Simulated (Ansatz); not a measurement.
Ge$_{3}$H$_{6}$

The calculation's input:

```
crystal:
  periodic: [false, false, false]
  atoms:
    - {symbol: Ge, position_ang: [0.068286, -0.924079, 1.072745]}
    - {symbol: H, position_ang: [0.284517, -0.512220, 2.550112]}
    - {symbol: H, position_ang: [-0.059673, -2.457987, 0.900513]}
    - {symbol: Ge, position_ang: [-1.249635, 0.546945, -0.385549]}
    - {symbol: H, position_ang: [-2.178457, -0.094883, -1.445903]}
    - {symbol: H, position_ang: [-1.842140, 1.849584, 0.206908]}
    - {symbol: Ge, position_ang: [1.181118, 0.376970, -0.687076]}
    - {symbol: H, position_ang: [1.726563, -0.362292, -1.934085]}
    - {symbol: H, position_ang: [2.069411, 1.577980, -0.277676]}
basis:
  gaussian: {orbitals: def2-TZVP, initial_orbitals: start.molden}
hamiltonian: {xc: pbe0, dispersion: d4}
scf: {omitted_lower_state_checks: [starts]}
output: {orbitals: {seedname: orbitals}}
```

Launched as:

```sh
ansatz run in.yaml --threads 4 --pin off --events-out ev --progress --plain --max-ram 3916MiB
```

Geometry: PBE-D4/def2-SVP.

Level of theory: RKS PBE0-D4/def2-TZVP in Ansatz 0.2.0.

**What can the converged electron density and electron localisation function tell about the bonding?**

Ge–Ge (2.46 Å): ρ at the midpoint is about 0.52 e/Å³; the ELF peaks at about 0.75 between the atoms: a covalent bond.

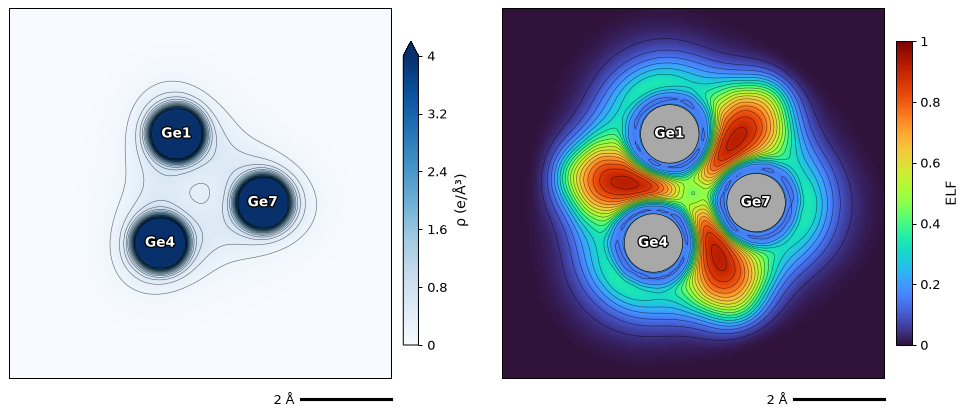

Computed electron density and electron localisation function on the plane of atoms Ge1, Ge7 and Ge4, in this order. Grey discs cover the atomic cores in the ELF map. 
